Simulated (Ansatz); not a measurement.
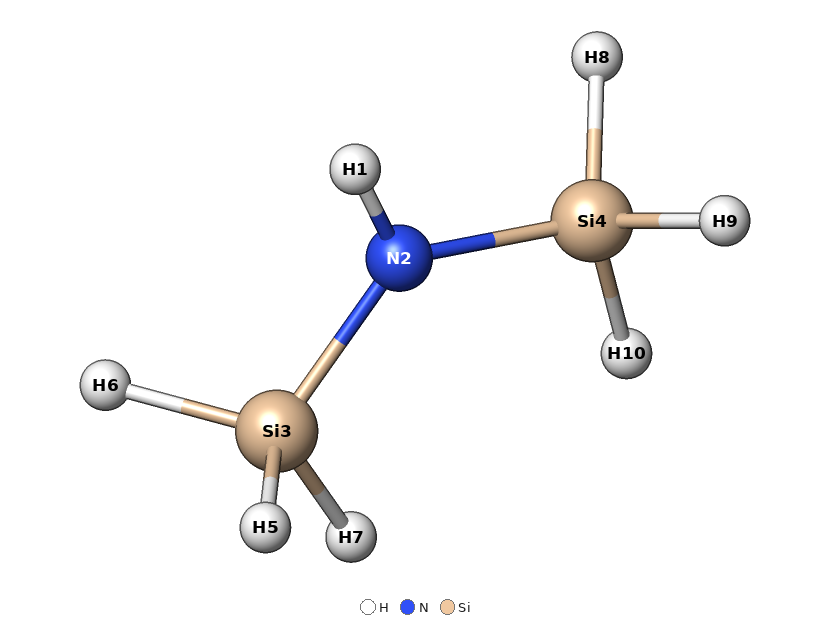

Harmonic vibrations computed with RKS PBE0-D4/def2-TZVP (Ansatz 0.2.0) at a stationary point of the same level.

> Minimum or transition state?

A minimum: no imaginary frequency, and the lowest mode lies at 33 cm⁻¹.

> How many vibrational modes are there, and where do they lie?

24 modes: 33, 53, 215, 348, 611, 639, 705, 717, 827, 927, 935, 936, 961, 968, 993, 1006, 1214, 2199, 2202, 2210, 2217, 2238, 2249, 3598 cm⁻¹.
